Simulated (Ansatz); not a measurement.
# Si: a point defect seen from the nuclei (Y on a Si site), part 2 of 3

Aim: the field gradients at and around a point defect: Y on a Si site in Si, cell charge -1. The cell is a supercell built from a COD entry (the entry's cell lengths or inner coordinates differ somewhat from later room-temperature determinations). Planned: a single point, then a relaxation, then a check of xc.

Ansatz 0.2.0; DFT, PBE, plane-wave PAW, default files, scalar-relativistic, as far as a step names no other. Earlier steps stand in the parts before.

### 3 Ions relaxed

The COD entry's cell or inner coordinates are ideal or old and differ from later refinements, so a difference from it is no clean test against experiment.

Changes to input.yaml since step 2:

```diff
@@ -73 +73,4 @@
   efg: { contact_densities: true }
+relax:
+  f_tol: 0.03
+  max_steps: 40
```

Launch:

```sh
$ ansatz run input.yaml --threads 1 --pin off --max-ram 3072MiB --backend cpu --events-out ev --progress --plain --runs-dir out
```

What it wrote:

```text
Warning: output.stress: scf.convergence.dr2_threshold = 1e-7 eV (the SCF's general default) is looser than the 5.4e-9 eV advised for a printed stress (1e-10 eV for each atom of the cell: 54). What an SCF threshold leaves in a stress goes as its square root, and in the free energy as the threshold itself, and one threshold admits the most on a small cell: of the crystals measured, under no hybrid functional and no lock of the moments, on runs that ended without the residual-converged pass, on stresses that held no estimate of that error, the worst erred by over 100 MPa in a component at 1e-7 eV an atom and by under 5 at 1e-10. Every solve of this run answers to scf.convergence.dr2_threshold, and the tensor of one is reported: a single SCF on the reported geometry and on this run's grids (its basis.xc_grid and basis.ecutrho_ratio typed), with scf.convergence.dr2_threshold at 5.4e-9 eV or tighter, prints it and tightens no other solve. Else set scf.convergence.dr2_threshold to 5.4e-9 eV or tighter. The threshold is an SCF's pass mark: one that does not reach it within its budget of iterations ends unconverged, or closes short of it on a stop that the run arms, and scf.convergence.dr2_threshold's page says what that costs each kind of run
Warning: RAYON_NUM_THREADS=1 ignored (pool sized by the plan → 1); use --threads N
Y: output.efg is read without spin–orbit coupling, which moves field gradients at and beside such atoms by some per cent and up to a factor of two; PAW files take it under magnetization.noncollinear and magnetization.spin_orbit
Engine: ansatz 0.2.0, aarch64-unknown-linux-gnu
Pseudopotentials: kind: paw
Pseudopotential: Y, paw, valence charge 11, recommended cutoff 420 eV (normal), Y.paw.azcp
Pseudopotential: Si, paw, valence charge 4, recommended cutoff 420 eV (normal), Si.paw.azcp
Functional definition: PBE
  parameter kappa = 0.804
  parameter beta = 0.06672455060314922
  exchange = pbe_x(kappa = kappa, mu = beta*pi^2/3)
  correlation = pbe_c(beta = beta)
Crystal: 54 atoms, lattice volume = 1078.977 Å³
Basis set: ecut = 420 eV, 21187 PW (Γ), exchange–correlation on 160×160×160 points (8 copies of the dense FFT grid, shifted against one another)
Bands: 166, of which v1, the nominal top of the filled ones, is band 112 counted from 1 (111 counted from 0)
Symmetry: 24 space group operations
Space group: F-43m (ITA 216), of the structure as read, at distance tolerance 1.0e-4 Å
k-points: 3 of 8
Non-local potential: Y, projectors of the file, l = 0: 3, l = 1: 2, l = 2: 2, l = 3: 1
Non-local potential: Si, projectors of the file, l = 0: 2, l = 1: 2, l = 2: 2
PAW form: soft (Blöchl's): semilocal exchange-correlation on the pseudo side does not see the compensation charge
PAW one-centre angular grid: Y, 590 points (default); XC on 64 Gauss nodes
PAW one-centre angular grid: Si, 110 points (default); XC on 64 Gauss nodes
Initial density: superposition of atomic densities (neutral atoms scaled as one to the charged cell's electrons: chi_scale 0, normalization atom), corrected by the library's trained network
Initial wavefunctions: pseudopotential atomic-orbital guess
Functional: x = pbe(κ = 0.804, μ = 0.2195149727645171), c = pbe(β = 0.06672455060314922)
SCF iter   1: F=—  HF=-37533.417727 eV  |F-HF|=—  |Δ(HF+E_count)|=         —  Δρ=2.75e-3  dr2=3.78e-1  ethr=1.77e-3  ⟨swp⟩=6.0  Hψ=2273  notcnv=0  defer=78
preconditioner: auto → Resta (q_TF=auto, 2.099 Å⁻¹)  ε∞=5.6  [insulator: Δε(μ)=0.329 eV  Ē_g=7.768 eV  σ=0.010 eV  W_gap=1.00  n_scr=168 (ndim 8)  ℏωp=16.6 eV  f_vac=0.000  D(μ)=0.00/eV (n_scr^D=0)  ε∞_Penn≈5.6]
SCF iter   2: F=—  HF=-37533.359708 eV  |F-HF|=—  |Δ(HF+E_count)|=   5.80e-2  Δρ=1.07e-3  dr2=1.61e-2  ethr=1.69e-4  ⟨swp⟩=3.0  Hψ=744  notcnv=0  defer=128
SCF iter   3: F=—  HF=-37533.360276 eV  |F-HF|=—  |Δ(HF+E_count)|=   5.68e-4  Δρ=5.49e-4  dr2=3.43e-3  ethr=7.20e-6  ⟨swp⟩=2.7  Hψ=645  notcnv=0  defer=142
SCF iter   4: F=—  HF=-37533.361207 eV  |F-HF|=—  |Δ(HF+E_count)|=   9.31e-4  Δρ=9.64e-5  dr2=1.80e-4  ethr=1.53e-6  ⟨swp⟩=2.0  Hψ=666  notcnv=0  defer=142
iter 5 did not close the SCF: its close was put off for the readings that it lacked (scf_convergence_deferred on its scf_iter line)
SCF iter   5: F=-37533.361306 eV  HF=-37533.361297 eV  |F-HF|=8.99e-6  |Δ(HF+E_count)|=   8.98e-5  Δρ=3.03e-5  dr2=1.40e-5  ethr=8.04e-8  ⟨swp⟩=2.0  Hψ=617  notcnv=0  defer=142
SCF iter   6: F=-37533.361310 eV  HF=-37533.361310 eV  |F-HF|=2.51e-7  |Δ(HF+E_count)|=   1.29e-5  Δρ=6.35e-6  dr2=7.42e-7  ethr=6.27e-9  ⟨swp⟩=2.0  Hψ=1480  notcnv=0
SCF 1 converged in 6 iterations: F = -37533.361310 eV  dr2 = 7.42e-7
relax step   1: F+E_penalty+E_count = -37533.36131000 eV  Δ(F+E_penalty+E_count) = +0.000e0 eV  max|allowed force component| = 2.806e0 eV/Å  Δτ_max = 0.0000 Å  (6 SCF iters, dr2 threshold 2.25e-5 eV, accepted)
Initial density: handed on by an earlier stage of this run
Initial wavefunctions: those handed on with the density
iter 1 solved again at ethr=7.03e-4 eV; its pass at ethr=3.10e-3 eV (dr2=1.57e0 eV) is discarded
SCF iter   1: F=—  HF=-37536.084804 eV  |F-HF|=—  |Δ(HF+E_count)|=         —  Δρ=6.31e-3  dr2=1.57e0  ethr=7.03e-4  ⟨swp⟩=2.7  Hψ=1841  notcnv=0  defer=116
preconditioner: auto → Resta (q_TF=auto, 2.099 Å⁻¹)  ε∞=5.5  [insulator: Δε(μ)=0.180 eV  Ē_g=7.804 eV  σ=0.010 eV  W_gap=1.00  n_scr=168 (ndim 8)  ℏωp=16.6 eV  f_vac=0.000  D(μ)=0.02/eV (n_scr^D=0)  ε∞_Penn≈5.5]
SCF iter   2: F=—  HF=-37535.788851 eV  |F-HF|=—  |Δ(HF+E_count)|=   2.96e-1  Δρ=2.35e-3  dr2=7.94e-2  ethr=7.01e-4  ⟨swp⟩=3.7  Hψ=729  notcnv=0  defer=116
SCF iter   3: F=—  HF=-37535.773971 eV  |F-HF|=—  |Δ(HF+E_count)|=   1.49e-2  Δρ=9.54e-4  dr2=7.27e-3  ethr=3.54e-5  ⟨swp⟩=3.7  Hψ=726  notcnv=0  defer=132
SCF iter   4: F=—  HF=-37535.773360 eV  |F-HF|=—  |Δ(HF+E_count)|=   6.12e-4  Δρ=1.82e-4  dr2=3.38e-4  ethr=3.25e-6  ⟨swp⟩=2.0  Hψ=763  notcnv=0  defer=132
SCF iter   5: F=-37535.773403 eV  HF=-37535.773398 eV  |F-HF|=5.26e-6  |Δ(HF+E_count)|=   3.85e-5  Δρ=3.58e-5  dr2=2.12e-5  ethr=4.46e-8  ⟨swp⟩=3.0  Hψ=1511  notcnv=0
SCF 2 converged in 5 iterations: F = -37535.773403 eV  dr2 = 2.12e-5
relax step   2: F+E_penalty+E_count = -37535.77340346 eV  Δ(F+E_penalty+E_count) = -2.412e0 eV  max|allowed force component| = 8.623e-1 eV/Å  Δτ_max = 0.1970 Å  (5 SCF iters, dr2 threshold 1.00e-4 eV, accepted)
SCF iter   1: F=—  HF=-37536.227151 eV  |F-HF|=—  |Δ(HF+E_count)|=         —  Δρ=3.57e-3  dr2=5.43e-1  ethr=2.21e-3  ⟨swp⟩=5.0  Hψ=1065  notcnv=0  defer=136
preconditioner: auto → Resta (q_TF=auto, 2.099 Å⁻¹)  ε∞=5.5  [insulator: Δε(μ)=0.177 eV  Ē_g=7.803 eV  σ=0.010 eV  W_gap=1.00  n_scr=168 (ndim 8)  ℏωp=16.6 eV  f_vac=0.000  D(μ)=0.03/eV (n_scr^D=0)  ε∞_Penn≈5.5]
SCF iter   2: F=—  HF=-37536.131620 eV  |F-HF|=—  |Δ(HF+E_count)|=   9.55e-2  Δρ=1.21e-3  dr2=1.96e-2  ethr=2.42e-4  ⟨swp⟩=3.3  Hψ=652  notcnv=0  defer=135
SCF iter   3: F=—  HF=-37536.128884 eV  |F-HF|=—  |Δ(HF+E_count)|=   2.74e-3  Δρ=5.11e-4  dr2=2.04e-3  ethr=8.75e-6  ⟨swp⟩=3.0  Hψ=674  notcnv=0  defer=135
SCF iter   4: F=—  HF=-37536.128880 eV  |F-HF|=—  |Δ(HF+E_count)|=   4.27e-6  Δρ=1.07e-4  dr2=1.04e-4  ethr=9.13e-7  ⟨swp⟩=2.0  Hψ=696  notcnv=0  defer=135
SCF iter   5: F=-37536.128903 eV  HF=-37536.128903 eV  |F-HF|=4.11e-8  |Δ(HF+E_count)|=   2.34e-5  Δρ=1.68e-5  dr2=6.09e-6  ethr=2.07e-8  ⟨swp⟩=2.3  Hψ=1556  notcnv=0
SCF 3 converged in 5 iterations: F = -37536.128903 eV  dr2 = 6.09e-6
relax step   3: F+E_penalty+E_count = -37536.12890336 eV  Δ(F+E_penalty+E_count) = -3.555e-1 eV  max|allowed force component| = 1.828e-1 eV/Å  Δτ_max = 0.1047 Å  (5 SCF iters, dr2 threshold 4.65e-5 eV, accepted)
SCF iter   1: F=—  HF=-37536.151847 eV  |F-HF|=—  |Δ(HF+E_count)|=         —  Δρ=8.56e-4  dr2=2.19e-2  ethr=2.18e-4  ⟨swp⟩=4.7  Hψ=1016  notcnv=0  defer=132
preconditioner: auto → Resta (q_TF=auto, 2.099 Å⁻¹)  ε∞=5.6  [insulator: Δε(μ)=0.195 eV  Ē_g=7.784 eV  σ=0.010 eV  W_gap=1.00  n_scr=168 (ndim 8)  ℏωp=16.6 eV  f_vac=0.000  D(μ)=0.01/eV (n_scr^D=0)  ε∞_Penn≈5.6]
SCF iter   2: F=—  HF=-37536.148625 eV  |F-HF|=—  |Δ(HF+E_count)|=   3.22e-3  Δρ=3.56e-4  dr2=1.33e-3  ethr=9.78e-6  ⟨swp⟩=3.0  Hψ=644  notcnv=0  defer=134
SCF iter   3: F=—  HF=-37536.148845 eV  |F-HF|=—  |Δ(HF+E_count)|=   2.20e-4  Δρ=1.75e-4  dr2=3.08e-4  ethr=5.93e-7  ⟨swp⟩=3.0  Hψ=679  notcnv=0  defer=134
SCF iter   4: F=—  HF=-37536.148837 eV  |F-HF|=—  |Δ(HF+E_count)|=   8.09e-6  Δρ=1.93e-5  dr2=9.67e-6  ethr=1.37e-7  ⟨swp⟩=3.0  Hψ=696  notcnv=0  defer=134
SCF iter   5: F=-37536.148840 eV  HF=-37536.148839 eV  |F-HF|=3.93e-7  |Δ(HF+E_count)|=   2.13e-6  Δρ=7.76e-6  dr2=1.17e-6  ethr=9.32e-10  ⟨swp⟩=4.0  Hψ=1378  notcnv=0
SCF 4 converged in 5 iterations: F = -37536.148840 eV  dr2 = 1.17e-6
relax step   4: F+E_penalty+E_count = -37536.14883954 eV  Δ(F+E_penalty+E_count) = -1.994e-2 eV  max|allowed force component| = 2.230e-2 eV/Å  Δτ_max = 0.0254 Å  (5 SCF iters, dr2 threshold 2.09e-6 eV, accepted)
iter 1 solved again at ethr=5.17e-10 eV; its pass at ethr=3.10e-3 eV (dr2=1.16e-6 eV) is discarded
SCF iter   1: F=—  HF=-37536.148884 eV  |F-HF|=—  |Δ(HF+E_count)|=         —  Δρ=7.80e-6  dr2=1.16e-6  ethr=5.17e-10  ⟨swp⟩=1.0  Hψ=1170  notcnv=0  defer=135
preconditioner: auto → Resta (q_TF=auto, 2.099 Å⁻¹)  ε∞=5.6  [insulator: Δε(μ)=0.210 eV  Ē_g=7.782 eV  σ=0.010 eV  W_gap=1.00  n_scr=168 (ndim 8)  ℏωp=16.6 eV  f_vac=0.000  D(μ)=0.01/eV (n_scr^D=0)  ε∞_Penn≈5.6]
SCF iter   2: F=—  HF=-37536.148839 eV  |F-HF|=—  |Δ(HF+E_count)|=   4.41e-5  Δρ=5.06e-6  dr2=4.73e-7  ethr=5.16e-10  ⟨swp⟩=3.0  Hψ=688  notcnv=0  defer=135
SCF iter   3: F=-37536.148840 eV  HF=-37536.148840 eV  |F-HF|=1.46e-8  |Δ(HF+E_count)|=   3.64e-7  Δρ=1.27e-6  dr2=3.11e-8  ethr=4.46e-11  ⟨swp⟩=2.0  Hψ=1507  notcnv=0
SCF 5 converged in 3 iterations: F = -37536.148840 eV  dr2 = 3.11e-8
relax step   5: F+E_penalty+E_count = -37536.14883987 eV  Δ(F+E_penalty+E_count) = -3.248e-7 eV  max|allowed force component| = 2.221e-2 eV/Å  Δτ_max = 0.0000 Å  (3 SCF iters, accepted)
NSCF: frozen V_eff on 3 k-points
the band table was solved once a step of the walk had ended and its energy, with any forces and stress, was formed, with the checks that follow a solve (2717 applications of the Hamiltonian). They found nothing against the state; the energy, forces and stress were not computed again (output.eigenvalues in the input reference)
SCF converged after 3 iterations
Free energy (F): -37536.148840 eV
Harris-Foulkes:  -37536.148840 eV  (|F-HF|=1.46e-8)
Internal energy: -37536.148833 eV  (E = F + TS)
E sigma→0 (E₀):  -37536.148836 eV
Entropy (-TS):   -0.000007 eV (-0.000 meV/atom)
Fermi energy:    6.957927 eV
--- Per-component energies (eV) ---
[... 15 lines left out ...]
--- Forces (eV/Å), atoms counted from 1 ---
  atom   1  Y     -0.00000000     0.00000000     0.00000000
  atom   2  Si    -0.00939786    -0.00939786     0.00832421
  atom   3  Si     0.00939786     0.00939786     0.00832421
  atom   4  Si    -0.00939786     0.00832421    -0.00939786
  atom   5  Si     0.01198609    -0.01198609    -0.01198609
  atom   6  Si    -0.00832421     0.00939786    -0.00939786
[... 48 lines left out ...]
  max |Σ_I F_I| component: 7.46e-17 eV/Å
--- Stress (GPa, compression-positive) ---
        3.560168      -0.000000      -0.000000
       -0.000000       3.560168       0.000000
       -0.000000       0.000000       3.560168
  P = ⅓ Tr σ = 3.5602 GPa (35.602 kbar)
--- PAW observables at the nuclei: V_zz in 10²¹ V/m², potentials from the cell's mean, atoms counted from 1 ---
  atom   1  Y  V_zz =    +0.000000   η = 0.0000   by run symmetry: forbidden
            electrostatic potential = -5712.613690 V   contact ρ = 443905.591050 e/Å³
  atom   2  Si V_zz =    +0.423422   η = 0.8985   by run symmetry: allowed
            electrostatic potential = -1358.852190 V   contact ρ = 12810.386266 e/Å³
  atom   3  Si V_zz =    +0.423422   η = 0.8985   by run symmetry: allowed
            electrostatic potential = -1358.852190 V   contact ρ = 12810.386266 e/Å³
  atom   4  Si V_zz =    +0.423422   η = 0.8985   by run symmetry: allowed
            electrostatic potential = -1358.852190 V   contact ρ = 12810.386266 e/Å³
  atom   5  Si V_zz =    +0.084034   η = 0.0000   by run symmetry: allowed
            electrostatic potential = -1358.665067 V   contact ρ = 12810.563896 e/Å³
  atom   6  Si V_zz =    +0.423422   η = 0.8985   by run symmetry: allowed
            electrostatic potential = -1358.852190 V   contact ρ = 12810.386266 e/Å³
  atom   7  Si V_zz =    +0.423422   η = 0.8985   by run symmetry: allowed
            electrostatic potential = -1358.852190 V   contact ρ = 12810.386266 e/Å³
  atom   8  Si V_zz =    +0.423422   η = 0.8985   by run symmetry: allowed
            electrostatic potential = -1358.852190 V   contact ρ = 12810.386266 e/Å³
  atom   9  Si V_zz =    +0.106584   η = 0.0000   by run symmetry: allowed
            electrostatic potential = -1358.690816 V   contact ρ = 12810.671777 e/Å³
  atom  10  Si V_zz =    +0.423422   η = 0.8985   by run symmetry: allowed
            electrostatic potential = -1358.852190 V   contact ρ = 12810.386266 e/Å³
  atom  11  Si V_zz =    +0.084034   η = 0.0000   by run symmetry: allowed
            electrostatic potential = -1358.665067 V   contact ρ = 12810.563896 e/Å³
  atom  12  Si V_zz =    +0.423422   η = 0.8985   by run symmetry: allowed
            electrostatic potential = -1358.852190 V   contact ρ = 12810.386266 e/Å³
  atom  13  Si V_zz =    +0.084034   η = 0.0000   by run symmetry: allowed
            electrostatic potential = -1358.665067 V   contact ρ = 12810.563896 e/Å³
  atom  14  Si V_zz =    +0.084034   η = 0.0000   by run symmetry: allowed
            electrostatic potential = -1358.665067 V   contact ρ = 12810.563896 e/Å³
  atom  15  Si V_zz =    +0.022523   η = 0.6418   by run symmetry: allowed
            electrostatic potential = -1358.658592 V   contact ρ = 12810.523714 e/Å³
  atom  16  Si V_zz =    +0.423422   η = 0.8985   by run symmetry: allowed
            electrostatic potential = -1358.852190 V   contact ρ = 12810.386266 e/Å³
  atom  17  Si V_zz =    +0.022523   η = 0.6418   by run symmetry: allowed
            electrostatic potential = -1358.658592 V   contact ρ = 12810.523714 e/Å³
  atom  18  Si V_zz =    +0.022523   η = 0.6418   by run symmetry: allowed
            electrostatic potential = -1358.658592 V   contact ρ = 12810.523714 e/Å³
  atom  19  Si V_zz =    +0.423422   η = 0.8985   by run symmetry: allowed
            electrostatic potential = -1358.852190 V   contact ρ = 12810.386266 e/Å³
  atom  20  Si V_zz =    +0.423422   η = 0.8985   by run symmetry: allowed
            electrostatic potential = -1358.852190 V   contact ρ = 12810.386266 e/Å³
  atom  21  Si V_zz =    +0.106584   η = 0.0000   by run symmetry: allowed
            electrostatic potential = -1358.690816 V   contact ρ = 12810.671777 e/Å³
  atom  22  Si V_zz =    +0.423422   η = 0.8985   by run symmetry: allowed
            electrostatic potential = -1358.852190 V   contact ρ = 12810.386266 e/Å³
  atom  23  Si V_zz =    +0.022523   η = 0.6418   by run symmetry: allowed
            electrostatic potential = -1358.658592 V   contact ρ = 12810.523714 e/Å³
  atom  24  Si V_zz =    +0.022523   η = 0.6418   by run symmetry: allowed
            electrostatic potential = -1358.658592 V   contact ρ = 12810.523714 e/Å³
  atom  25  Si V_zz =    +0.106584   η = 0.0000   by run symmetry: allowed
            electrostatic potential = -1358.690816 V   contact ρ = 12810.671777 e/Å³
  atom  26  Si V_zz =    +0.022523   η = 0.6418   by run symmetry: allowed
            electrostatic potential = -1358.658592 V   contact ρ = 12810.523714 e/Å³
  atom  27  Si V_zz =    +0.106584   η = 0.0000   by run symmetry: allowed
            electrostatic potential = -1358.690816 V   contact ρ = 12810.671777 e/Å³
  atom  28  Si V_zz =    -4.653724   η = 0.0000   by run symmetry: allowed
            electrostatic potential = -1359.951511 V   contact ρ = 12810.289904 e/Å³
  atom  29  Si V_zz =    -4.653724   η = 0.0000   by run symmetry: allowed
            electrostatic potential = -1359.951511 V   contact ρ = 12810.289904 e/Å³
  atom  30  Si V_zz =    +0.659912   η = 0.5743   by run symmetry: allowed
            electrostatic potential = -1358.854568 V   contact ρ = 12811.001587 e/Å³
  atom  31  Si V_zz =    -4.653724   η = 0.0000   by run symmetry: allowed
            electrostatic potential = -1359.951511 V   contact ρ = 12810.289904 e/Å³
  atom  32  Si V_zz =    +0.151317   η = 0.4764   by run symmetry: allowed
            electrostatic potential = -1358.689276 V   contact ρ = 12810.627254 e/Å³
  atom  33  Si V_zz =    +0.151317   η = 0.4764   by run symmetry: allowed
            electrostatic potential = -1358.689276 V   contact ρ = 12810.627254 e/Å³
  atom  34  Si V_zz =    +0.659912   η = 0.5743   by run symmetry: allowed
            electrostatic potential = -1358.854568 V   contact ρ = 12811.001587 e/Å³
  atom  35  Si V_zz =    +0.151317   η = 0.4764   by run symmetry: allowed
            electrostatic potential = -1358.689276 V   contact ρ = 12810.627254 e/Å³
  atom  36  Si V_zz =    +0.659912   η = 0.5743   by run symmetry: allowed
            electrostatic potential = -1358.854568 V   contact ρ = 12811.001587 e/Å³
  atom  37  Si V_zz =    -4.653724   η = 0.0000   by run symmetry: allowed
            electrostatic potential = -1359.951511 V   contact ρ = 12810.289904 e/Å³
  atom  38  Si V_zz =    +0.151317   η = 0.4764   by run symmetry: allowed
            electrostatic potential = -1358.689276 V   contact ρ = 12810.627254 e/Å³
  atom  39  Si V_zz =    +0.151317   η = 0.4764   by run symmetry: allowed
            electrostatic potential = -1358.689276 V   contact ρ = 12810.627254 e/Å³
  atom  40  Si V_zz =    +0.151317   η = 0.4764   by run symmetry: allowed
            electrostatic potential = -1358.689276 V   contact ρ = 12810.627254 e/Å³
  atom  41  Si V_zz =    +0.000000   η = 0.0000   by run symmetry: forbidden
            electrostatic potential = -1358.635225 V   contact ρ = 12810.587695 e/Å³
  atom  42  Si V_zz =    +0.151317   η = 0.4764   by run symmetry: allowed
            electrostatic potential = -1358.689276 V   contact ρ = 12810.627254 e/Å³
  atom  43  Si V_zz =    +0.151317   η = 0.4764   by run symmetry: allowed
            electrostatic potential = -1358.689276 V   contact ρ = 12810.627254 e/Å³
  atom  44  Si V_zz =    +0.151317   η = 0.4764   by run symmetry: allowed
            electrostatic potential = -1358.689276 V   contact ρ = 12810.627254 e/Å³
  atom  45  Si V_zz =    -0.252312   η = 0.0000   by run symmetry: allowed
            electrostatic potential = -1358.679117 V   contact ρ = 12810.526125 e/Å³
  atom  46  Si V_zz =    +0.659912   η = 0.5743   by run symmetry: allowed
            electrostatic potential = -1358.854568 V   contact ρ = 12811.001587 e/Å³
  atom  47  Si V_zz =    +0.151317   η = 0.4764   by run symmetry: allowed
            electrostatic potential = -1358.689276 V   contact ρ = 12810.627254 e/Å³
  atom  48  Si V_zz =    +0.659912   η = 0.5743   by run symmetry: allowed
            electrostatic potential = -1358.854568 V   contact ρ = 12811.001587 e/Å³
  atom  49  Si V_zz =    +0.151317   η = 0.4764   by run symmetry: allowed
            electrostatic potential = -1358.689276 V   contact ρ = 12810.627254 e/Å³
  atom  50  Si V_zz =    +0.151317   η = 0.4764   by run symmetry: allowed
            electrostatic potential = -1358.689276 V   contact ρ = 12810.627254 e/Å³
  atom  51  Si V_zz =    -0.252312   η = 0.0000   by run symmetry: allowed
            electrostatic potential = -1358.679117 V   contact ρ = 12810.526125 e/Å³
  atom  52  Si V_zz =    +0.659912   η = 0.5743   by run symmetry: allowed
            electrostatic potential = -1358.854568 V   contact ρ = 12811.001587 e/Å³
  atom  53  Si V_zz =    -0.252312   η = 0.0000   by run symmetry: allowed
            electrostatic potential = -1358.679117 V   contact ρ = 12810.526125 e/Å³
  atom  54  Si V_zz =    -0.252312   η = 0.0000   by run symmetry: allowed
            electrostatic potential = -1358.679117 V   contact ρ = 12810.526125 e/Å³
--- Band table (eV) ---
[... 3 lines left out ...]
--- Relaxed structure (5 steps of the walk, 5 accepted, 0 SCFs on fresh bases) ---
  F+E_penalty+E_count = -37536.14883987 eV   max|allowed force component| = 2.221e-2 eV/Å
  atoms:
[... 54 lines left out ...]
--- Löwdin populations: 54 sites ---
  site symbol       q [e]
[... 54 lines left out ...]
  spilling = 0.009466 (of n_electrons = 224.000000)
```

It took 3.1 min on 1 thread of Arm Neoverse V1, shared host; peak memory 1.8 GiB.

Step by step:

```csv
step,energy change (eV),largest force component (eV/Å)
1,0.0000,2.806
2,-2.4121,0.862
3,-2.7676,0.183
4,-2.7875,0.022
5,-2.7875,0.022
```

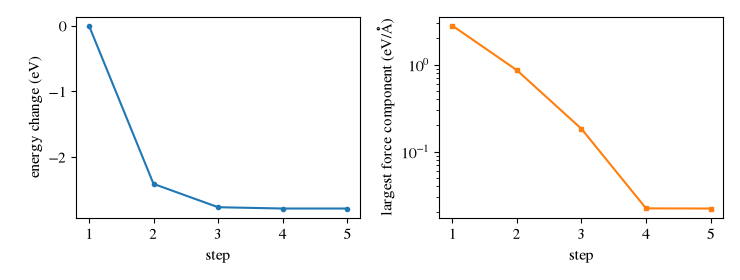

Energy and largest force component along the relaxation.

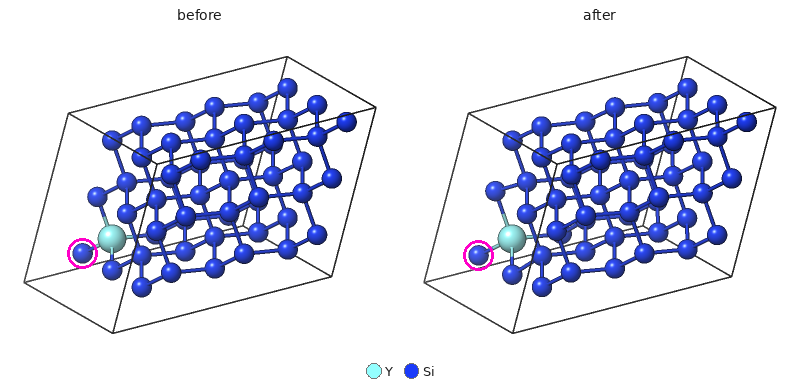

Before and after; atom 28 (Si), which moved most, is ringed, with its images.

Largest displacement: 0.327 Å (atom 28 and its like, Si); mean 0.036 Å.

State: gap on the mesh 0.21 eV, largest force 0.026 eV/Å, pressure 3.6 GPa.

Against step 2 (V_zz in 10²¹ V/m²):

```csv
site,atoms,"V_zz, PBE","V_zz, PBE relaxed","η, PBE","η, PBE relaxed"
Y,1,0.00,0.00,–,–
Si28,"28, 29, 31, …",-5.32,-4.65,0.00,0.00
Si2,"2, 3, 4, …",0.45,0.42,0.73,0.90
Si32,"32, 33, 35, …",0.14,0.15,0.10,0.48
Si15,"15, 17, 18, …",-0.084,0.023,0.73,0.64
Si30,"30, 34, 36, …",-0.47,0.66,0.53,0.57
Si5,"5, 11, 13, …",0.12,0.084,0.00,0.00
Si9,"9, 21, 25, …",0.14,0.11,0.00,0.00
Si45,"45, 51, 53, …",-0.078,-0.25,0.00,0.00
Si41,41,0.00,0.00,–,–
```

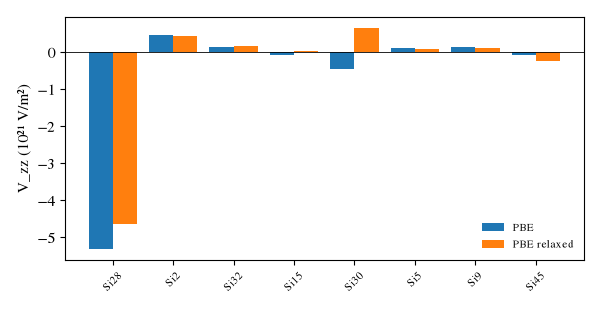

V_zz by site: PBE and PBE relaxed.

Site by site (atoms counted from 1):

```csv
site,atoms,distance from the defect (Å),V_zz (10²¹ V/m²),η,C_Q (MHz)
Y,1,0.00,0.00,–,–
Si28,"28, 29, 31, 37",2.68,-4.65,0.00,–
Si2,"2, 3, 4, 6, …",3.87,0.42,0.90,–
Si32,"32, 33, 35, 38, …",4.50,0.15,0.48,–
Si15,"15, 17, 18, 23, …",5.43,0.023,0.64,–
Si30,"30, 34, 36, 46, …",5.91,0.66,0.57,–
Si5,"5, 11, 13, 14",6.65,0.084,0.00,–
Si9,"9, 21, 25, 27",6.65,0.11,0.00,–
Si45,"45, 51, 53, 54",7.05,-0.25,0.00,–
Si41,41,7.05,0.00,–,–
```

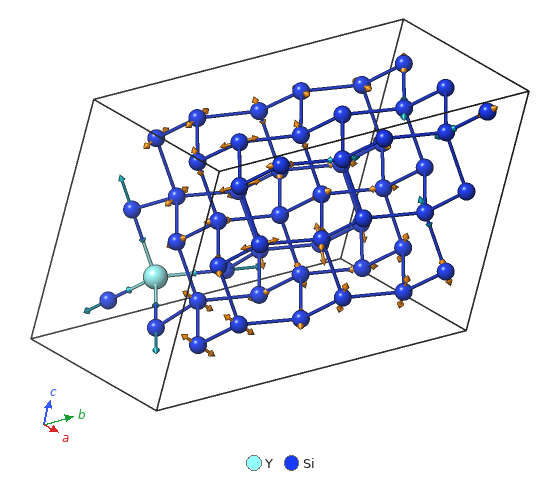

Principal axis of V_zz at each atom with a gradient: orange where V_zz is positive, teal where negative; longer for larger size.

The sizes of the gradients above 0.15 moved by 13 % in the median, over a factor of two at the site that moves most (small gradients counted from 0.15; Si45, -0.078 to -0.25), with a change of sign at Si30.

(Part 2 of 3 ends here.)
